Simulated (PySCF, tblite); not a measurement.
**C₃H₉F₃OSi₂: geometry, infrared bands and NMR shifts**

Aim: predict the infrared bands and NMR shifts of C₃H₉F₃OSi₂ (`FC(F)O[C@@H]([SiH3])[C@@H](F)[SiH3]`).

Programs: tblite 0.8.0 and PySCF 2.14.0, with density-fitted response routines of our own. Each step states its level of theory. These are calculated values for one molecule in the gas phase, unless marked as measured. Atoms are numbered from 0 throughout.

## 1. Starting geometry

18 atoms, charge 0, multiplicity 1; geometry from: force field or distance geometry start.

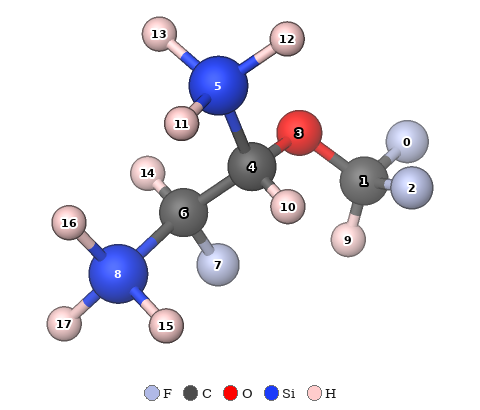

As it starts; fluorine light blue, carbon dark grey, oxygen red, silicon blue, hydrogen pink, atoms numbered.

## 2. Geometry optimisation with GFN2-xTB

The job: settings as JSON, then the geometry in Å.

```
{"job": {"kind": "relax", "xc": "GFN2-xTB", "basis": "xTB"}, "charge": 0, "multiplicity": 1}
F      3.018700    -1.721600     1.567000
C      1.996600    -0.816900     1.456600
F      2.561200     0.404000     1.617500
O      1.484000    -0.911000     0.141700
C      0.444600     0.053700    -0.113500
Si     0.634100     0.784300    -1.894300
C     -0.917400    -0.619600     0.147000
F     -0.851300    -1.131800     1.429500
Si    -2.464900     0.422700     0.111000
H      1.257000    -1.009300     2.252200
H      0.566500     0.909100     0.554400
H     -0.297600     1.926800    -2.045100
H      2.019600     1.272800    -2.103000
H      0.288100    -0.250400    -2.899700
H     -1.046800    -1.478900    -0.508700
H     -2.293900     1.643800     0.957200
H     -2.754300     0.867300    -1.277400
H     -3.652800    -0.338900     0.595900
```

Command:

```console
$ OMP_NUM_THREADS=1 python probes_run.py task.json out
```

This one command runs all jobs of the session in turn.

Output:

```text
step      E/eV     max force
  0    -890.56347    2.021
  1    -890.71515    0.848
  2    -890.75153    0.458
  3    -890.76468    0.410
  4    -890.78276    0.323
  5    -890.79677    0.352
  6    -890.81128    0.262
  7    -890.82197    0.248
  8    -890.83155    0.194
  9    -890.83956    0.221
 10    -890.84593    0.178
 11    -890.85003    0.141
 12    -890.85297    0.109
 13    -890.85592    0.134
 14    -890.85908    0.149
 15    -890.86174    0.122
 16    -890.86364    0.101
 17    -890.86522    0.102
 18    -890.86666    0.086
 19    -890.86784    0.081
 20    -890.86878    0.072
 21    -890.86975    0.091
 22    -890.87101    0.103
 23    -890.87242    0.094
 24    -890.87342    0.066
 25    -890.87388    0.044
 26    -890.87418    0.042
 27    -890.87458    0.059
 28    -890.87511    0.071
 29    -890.87559    0.047
 30    -890.87590    0.037
 31    -890.87612    0.042
 32    -890.87644    0.054
 33    -890.87698    0.074
 34    -890.87767    0.083
 35    -890.87829    0.069
 36    -890.87872    0.062
 37    -890.87908    0.053
 38    -890.87947    0.055
 39    -890.87988    0.054
 40    -890.88026    0.069
 41    -890.88065    0.072
 42    -890.88116    0.065
 43    -890.88180    0.073
 44    -890.88242    0.058
 45    -890.88289    0.043
 46    -890.88323    0.047
 47    -890.88352    0.042
 48    -890.88381    0.040
 49    -890.88409    0.039
 50    -890.88440    0.049
 51    -890.88480    0.051
 52    -890.88531    0.062
 53    -890.88583    0.062
 54    -890.88625    0.045
 55    -890.88656    0.042
 56    -890.88679    0.039
 57    -890.88700    0.041
 58    -890.88722    0.044
 59    -890.88747    0.057
 60    -890.88773    0.053
 61    -890.88795    0.031
 62    -890.88812    0.025
 63    -890.88826    0.028
 64    -890.88844    0.041
 65    -890.88869    0.042
 66    -890.88895    0.034
 67    -890.88915    0.034
 68    -890.88928    0.028
 69    -890.88939    0.027
 70    -890.88948    0.021
 71    -890.88956    0.017
 72    -890.88962    0.019
 73    -890.88967    0.022
 74    -890.88974    0.022
 75    -890.88983    0.022
 76    -890.88994    0.023
 77    -890.89005    0.021
 78    -890.89014    0.022
 79    -890.89022    0.021
 80    -890.89031    0.023
 81    -890.89043    0.027
 82    -890.89056    0.036
 83    -890.89069    0.040
 84    -890.89081    0.034
 85    -890.89092    0.021
 86    -890.89103    0.021
 87    -890.89112    0.019
 88    -890.89120    0.018
 89    -890.89126    0.016
 90    -890.89132    0.021
 91    -890.89143    0.024
 92    -890.89159    0.025
 93    -890.89174    0.025
 94    -890.89182    0.015
 95    -890.89185    0.014
 96    -890.89188    0.013
 97    -890.89193    0.018
 98    -890.89198    0.024
 99    -890.89202    0.022
100    -890.89204    0.016
101    -890.89207    0.016
102    -890.89210    0.013
103    -890.89214    0.018
104    -890.89216    0.015
105    -890.89219    0.013
106    -890.89221    0.016
107    -890.89225    0.016
108    -890.89229    0.012
109    -890.89231    0.009
```

Run time: 0.71 s. Hardware: 1 thread of Arm Neoverse V2, shared host; peak memory 0.18 GiB.

Relaxation path: (not every step is listed)

```csv
step,energy from step 0 (eV),largest force (eV/Å)
0,0.0000,2.0215
1,-0.1517,0.8480
2,-0.1881,0.4579
3,-0.2012,0.4099
4,-0.2193,0.3229
5,-0.2333,0.3516
6,-0.2478,0.2617
7,-0.2585,0.2481
8,-0.2681,0.1943
17,-0.3017,0.1016
26,-0.3107,0.0419
35,-0.3148,0.0692
44,-0.3189,0.0582
53,-0.3224,0.0617
62,-0.3246,0.0249
71,-0.3261,0.0166
80,-0.3268,0.0227
89,-0.3278,0.0162
98,-0.3285,0.0236
104,-0.3287,0.0146
105,-0.3287,0.0130
106,-0.3287,0.0158
107,-0.3288,0.0164
108,-0.3288,0.0124
109,-0.3288,0.0094
```

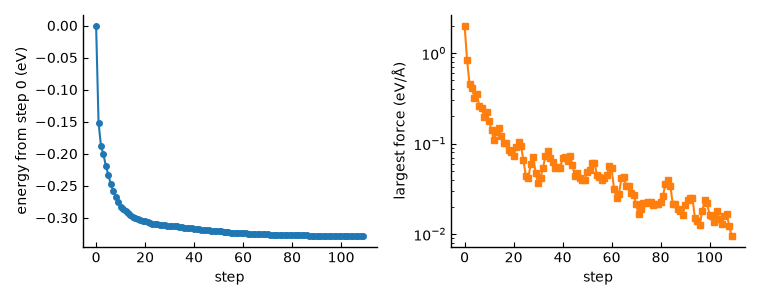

Energy and force, step by step.

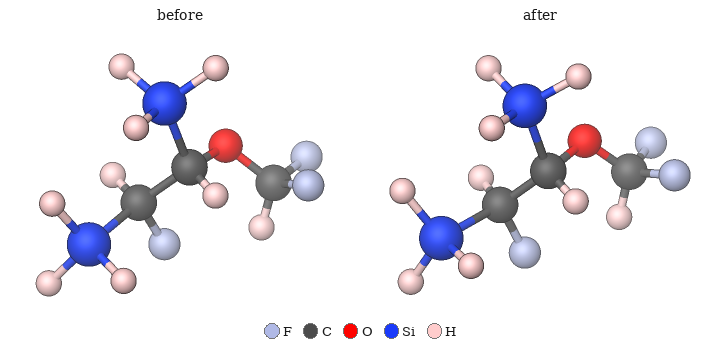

Before and after, at one scale.

Close pairs (by a distance rule), those that changed most:

```csv
bond,before (Å),after (Å),change (Å)
C1–O3,1.414,1.342,-0.072
C6–Si8,1.866,1.923,+0.057
Si8–H15,1.495,1.462,-0.034
Si8–H17,1.492,1.460,-0.032
C4–C6,1.542,1.512,-0.029
F0–C1,1.369,1.342,-0.028
Si5–H12,1.484,1.458,-0.025
Si8–H16,1.486,1.462,-0.024
```

The next job starts from the end point, and lists it.

## 3. Infrared spectrum with GFN2-xTB

The job: settings as JSON, then the geometry in Å.

```
{"job": {"kind": "ir", "xc": "GFN2-xTB", "basis": "xTB"}, "charge": 0, "multiplicity": 1}
F      2.888130    -1.938318     1.222200
C      2.048682    -0.893065     1.275287
F      2.821149     0.179779     1.628602
O      1.506872    -0.716774     0.059777
C      0.371226     0.178501    -0.009801
Si     0.607764     0.858170    -1.784536
C     -0.921047    -0.554568     0.270998
F     -0.955017    -0.919428     1.628007
Si    -2.543816     0.431491    -0.034358
H      1.335404    -1.053865     2.101305
H      0.500157     0.968461     0.737544
H     -0.384958     1.913749    -2.011301
H      1.968276     1.379438    -1.850197
H      0.408240    -0.260613    -2.701768
H     -0.914490    -1.507292    -0.269485
H     -2.377325     1.762925     0.545724
H     -2.771834     0.485494    -1.477460
H     -3.596171    -0.307765     0.657807
```

Output:

```text
mode    cm-1     km/mol
  1      34.3      1.37
  2      39.9      2.28
  3      68.8      2.00
  4      94.0      0.46
  5     107.3      0.32
  6     132.1      0.68
  7     180.2      0.67
  8     208.8      1.48
  9     243.3      3.86
 10     291.0      7.23
 11     330.1     15.85
 12     368.0     21.93
 13     444.5      9.17
 14     489.4      4.60
 15     527.2      2.09
 16     550.7     64.07
 17     559.1     67.71
 18     566.2     81.98
 19     628.8     61.49
 20     738.6     18.20
 21     743.7    296.18
 22     758.6     57.10
 23     762.4    112.31
 24     764.4    135.62
 25     771.3    263.27
 26     790.3    426.06
 27     824.5     72.46
 28     951.8    173.54
 29     954.2    150.66
 30     997.3     53.62
 31    1078.8    100.91
 32    1081.2    114.62
 33    1146.0    306.58
 34    1152.2     66.80
 35    1213.6      9.40
 36    1262.1     12.71
 37    1270.2     35.77
 38    1311.6     44.38
 39    1326.4      1.56
 40    2241.3    244.81
 41    2283.9    150.85
 42    2288.9     93.18
 43    2298.0    437.36
 44    2305.8    332.33
 45    2317.1    225.56
 46    2906.3     31.39
 47    2918.2     11.31
 48    2931.2     57.92
```

It took 0.63 s on 1 thread of Arm Neoverse V2, shared host; peak memory 0.18 GiB.

Which atoms move in the most intense modes:

```
cm⁻¹  km/mol                                   atoms
 744   296.2  H16 26 %, H11 22 %, H13 17 %, H15 11 %
 771   263.3                      H17 48 %, H15 35 %
 790   426.1  H11 20 %, H12 18 %, H16 14 %, H17 12 %
1146   306.6              C1 40 %, O3 34 %, H14 13 %
2241   244.8                                H11 95 %
2298   437.4                      H13 77 %, H15 14 %
2306   332.3                                H17 93 %
2317   225.6                                H12 92 %
```

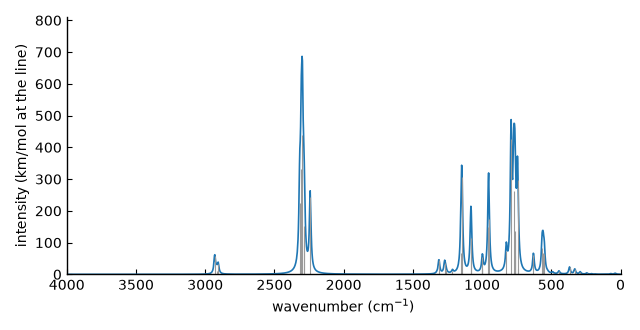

The infrared spectrum from these modes, unscaled. Lines are broadened to a width of 14 cm⁻¹ (Lorentzian).

## 4. NMR shieldings: PBE0/pcSseg-1

The job, as its differences from that of step 3:

```diff
@@ -1,2 +1,2 @@
-{"job": {"kind": "ir", "xc": "GFN2-xTB", "basis": "xTB"}, "charge": 0, "multiplicity": 1}
+{"job": {"kind": "nmr", "xc": "PBE0", "basis": "pcSseg-1"}, "charge": 0, "multiplicity": 1}
 F      2.888130    -1.938318     1.222200
```

Level: GIAO PBE0/pcSseg-1 NMR shielding, non-relativistic, gas phase.

Output:

```text
coarse grid: 16432 points
cycle   1  E = -1072.4032149357  dE =  9.582e-01  |g| = 9.261e-01  |ddm| = 3.668e+00
cycle   2  E = -1072.2677704837  dE =  1.354e-01  |g| = 1.339e+00  |ddm| = 1.200e+00
cycle   3  E = -1072.5429557793  dE = -2.752e-01  |g| = 6.570e-02  |ddm| = 7.359e-01
cycle   4  E = -1072.5433612124  dE = -4.054e-04  |g| = 4.661e-02  |ddm| = 6.932e-02
cycle   5  E = -1072.5437590299  dE = -3.978e-04  |g| = 8.557e-03  |ddm| = 3.457e-02
cycle   6  E = -1072.5437690980  dE = -1.007e-05  |g| = 2.231e-03  |ddm| = 6.001e-03
cycle   7  E = -1072.5437699633  dE = -8.654e-07  |g| = 5.715e-04  |ddm| = 2.191e-03
final grid: 151848 points
cycle   8  E = -1072.6266049937  dE = -4.580e-05  |g| = 1.086e-02  |ddm| = 2.340e-02
cycle   9  E = -1072.6265807350  dE =  2.426e-05  |g| = 1.603e-02  |ddm| = 1.643e-02
cycle  10  E = -1072.6266268512  dE = -4.612e-05  |g| = 9.385e-04  |ddm| = 9.699e-03
cycle  11  E = -1072.6266269816  dE = -1.304e-07  |g| = 4.150e-04  |ddm| = 9.786e-04
cycle  12  E = -1072.6266270081  dE = -2.648e-08  |g| = 9.491e-05  |ddm| = 3.001e-04
cycle  13  E = -1072.6266270093  dE = -1.283e-09  |g| = 2.398e-05  |ddm| = 7.125e-05
cycle  14  E = -1072.6266270094  dE = -8.413e-11  |g| = 7.755e-06  |ddm| = 2.280e-05
converged SCF energy = -1072.6266270094

GIAO shielding tensors (ppm)
atom      isotropic    diamagn.    paramagn.     s11        s22        s33       span
  0 F      270.082     467.975    -197.893    182.863    282.821    344.563    161.699
  1 C       60.453     240.587    -180.134     44.656     61.683     75.019     30.362
  2 F      271.791     473.084    -201.292    190.826    253.512    371.036    180.210
  3 O      205.014     402.104    -197.090    169.378    212.164    233.500     64.123
  4 C      114.382     252.878    -138.496     83.502    104.954    154.690     71.189
  5 Si     421.351     880.651    -459.300    389.580    421.027    453.448     63.868
  6 C       90.820     247.320    -156.500     49.912     76.395    146.153     96.240
  7 F      393.902     476.186     -82.284    335.822    387.950    457.935    122.113
  8 Si     422.481     879.956    -457.476    392.810    422.626    452.006     59.196
  9 H       24.874      29.212      -4.338     20.423     25.792     28.406      7.983
 10 H       27.243      33.961      -6.718     24.174     27.128     30.427      6.253
 11 H       27.799      29.638      -1.839     23.764     27.020     32.612      8.848
 12 H       27.668      29.201      -1.533     23.814     26.369     32.822      9.008
 13 H       27.870      29.674      -1.804     24.798     26.229     32.582      7.783
 14 H       26.180      31.350      -5.170     23.908     25.854     28.778      4.871
 15 H       27.885      29.491      -1.606     24.534     26.884     32.236      7.701
 16 H       27.799      29.062      -1.264     24.012     26.888     32.495      8.483
 17 H       27.658      28.534      -0.876     24.133     25.662     33.180      9.047
```

Run time: 35 s. Hardware: 1 thread of Arm Neoverse V2, shared host; peak memory 0.95 GiB.

Shifts follow as δ = σ(reference) − σ, with reference shieldings (ppm) from runs at the same level and on the same kind of geometry: 1H TMS 31.72, 13C TMS 186.9, 29Si TMS 349.2, 19F CFCl3 170.9, 17O H2O 336.1. The references are single molecules in the gas phase, so shifts against H2O, NH3, PH3, H3PO4 or CFCl3 are not on the usual liquid scales and can be off by tens of ppm. Atoms listed in one row are averaged.

```csv
atoms,environment,σ (ppm),δ (ppm),δ scaled to CDCl3
C1,sp3 CH bonded to 2 F and O,60.5,126.5,121.5
C6,sp3 CH bonded to F and Si,90.8,96.1,91.9
C4,sp3 CH bonded to O and Si,114.4,72.5,68.9
H9,hydrogen on an sp3 CH bonded to 2 F and O,24.87,6.84,6.56
H14,hydrogen on an sp3 CH bonded to F and Si,26.18,5.54,5.33
H10,hydrogen on an sp3 CH bonded to O and Si,27.24,4.47,4.32
"H11, H12, H13",hydrogen on a silicon bonded to C,27.78,3.94,–
"H15, H16, H17",hydrogen on a silicon bonded to C,27.78,3.94,–
F0,fluorine of a CF2 group,270.1,-99.1,–
F2,fluorine of a CF2 group,271.8,-100.8,–
F7,fluorine on an sp3 carbon,393.9,-223.0,–
O3,ether oxygen,205.0,131.1,–
Si5,"silicon bonded to C, 3 H",421.4,-72.2,–
Si8,"silicon bonded to C, 3 H",422.5,-73.3,–
```

The scaled column applies a straight-line fit of computed shieldings to shifts measured in CDCl3, and one for carbons that bear F (root-mean-square error 0.16 ppm for H, 1.9 ppm for C).

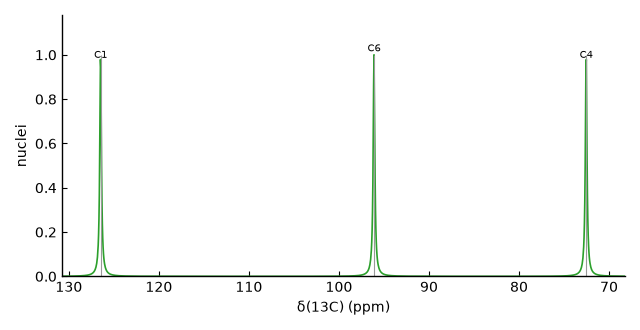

13C lines at the computed shifts, without couplings. Lines are broadened to a width of 0.22 ppm (Lorentzian).

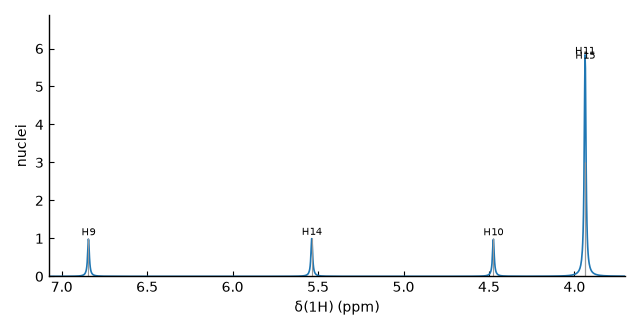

1H lines at the computed shifts, without couplings. Lines are broadened to a width of 0.01 ppm (Lorentzian).

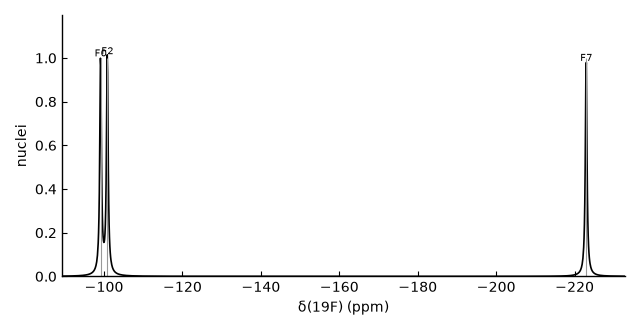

19F lines at the computed shifts, without couplings. Lines are broadened to a width of 0.50 ppm (Lorentzian).

The run also stored atomic charges by several schemes (e):

```csv
atoms,Mulliken,IAO,Hirshfeld,ESP fit
F0,-0.28,-0.29,-0.11,-0.23
C1,0.69,0.61,0.20,0.55
F2,-0.32,-0.33,-0.13,-0.26
O3,-0.49,-0.38,-0.13,-0.30
C4,-0.26,-0.20,-0.05,-0.18
Si5,0.53,0.62,0.32,0.34
C6,-0.02,-0.10,-0.03,-0.06
F7,-0.35,-0.34,-0.11,-0.21
Si8,0.48,0.59,0.32,0.36
```

ESP fit charges:

F0 -0.23; C1 0.55; F2 -0.26; O3 -0.30; C4 -0.18; Si5 0.34; C6 -0.06; F7 -0.21; Si8 0.36; H9 0.06; H10 0.17; H11 -0.09; H12 -0.04; H13 -0.06; H14 0.15; H15 -0.07; H16 -0.08; H17 -0.07

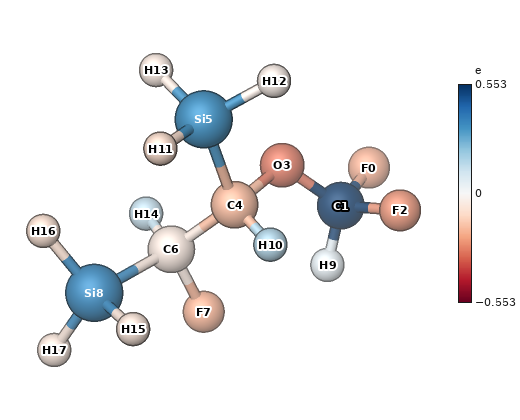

ESP fit charges, as colours on the atoms.

Mayer bond orders: F0–C1 1.01, C1–F2 0.95, C1–O3 1.05, O3–C4 0.81, C4–Si5 0.84, C4–C6 1.01, C6–F7 0.81, C6–Si8 0.85.

## 5. What came out

```
                                                              quantity                             value
                             strongest single infrared mode (GFN2-xTB)             2298 cm⁻¹, 437 km/mol
                                          zero-point energy (GFN2-xTB)                     69.0 kcal/mol
                                13C shifts against TMS (PBE0/pcSseg-1)             126.5, 96.1, 72.5 ppm
1H shifts against TMS (PBE0/pcSseg-1, means over atoms taken as alike)  6.84, 5.54, 4.47, 3.94, 3.94 ppm
                              19F shifts against CFCl3 (PBE0/pcSseg-1)         -99.1, -100.8, -223.0 ppm
                                17O shifts against H2O (PBE0/pcSseg-1)                         131.1 ppm
                               29Si shifts against TMS (PBE0/pcSseg-1)                  -72.2, -73.3 ppm
```

Over 109 steps the energy fell by 0.329 eV; of the close pairs, C1–O3 changed most, 1.414 to 1.342 Å. All 48 modes are real, so the xTB geometry is a minimum. The strongest single mode, at 2298 cm⁻¹, moves mainly H13. GFN2-xTB is a fitted tight-binding method: band positions and strengths are rough. Its intensities can rank the bands wrongly. H9 (hydrogen on an sp3 CH bonded to 2 F and O) lies farthest downfield among hydrogen, at 6.84 ppm; its carbon carries F and O, an electronegative neighbour. At PBE0/pcSseg-1: Shielding is most anisotropic at F2 (span 180 ppm, paramagnetic term -201 ppm).
